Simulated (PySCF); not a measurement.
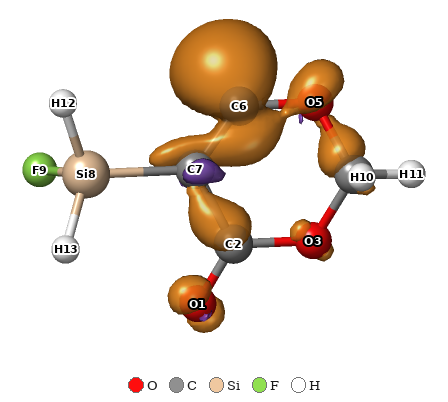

C4H4FO3Si (doublet). Isosurfaces of the spin density at +0.03 (orange) and −0.03 e/Å³ (purple), seen at a tilt.

Geometry: GFN2-xTB.

These are results of PySCF, UKS B3LYP, pcH-1 on C F H O Si, non-relativistic, mean-field spin-orbit, GIAO, not measurements.

```xyz
13

O     0.4104    1.9223   -0.8697
C    -0.2005    0.9659   -0.4860
O    -1.5580    0.9099   -0.6129
C    -2.2533   -0.1236    0.0057
O    -1.6208   -1.3878   -0.1608
C    -0.3294   -1.3184    0.0270
C     0.4394   -0.2416    0.0713
Si    2.2938   -0.1442    0.3762
F     3.0432   -0.4278   -1.0159
H    -2.3536    0.0773    1.0873
H    -3.2365   -0.1836   -0.4684
H     2.6849   -1.2410    1.2468
H     2.6761    1.1930    0.7817
```

> Which atoms carry the spin?

The unpaired spin (1 electron) lies mostly on C6 (about 0.7) and O5 (about 0.1), in electrons by Hirshfeld's partition.
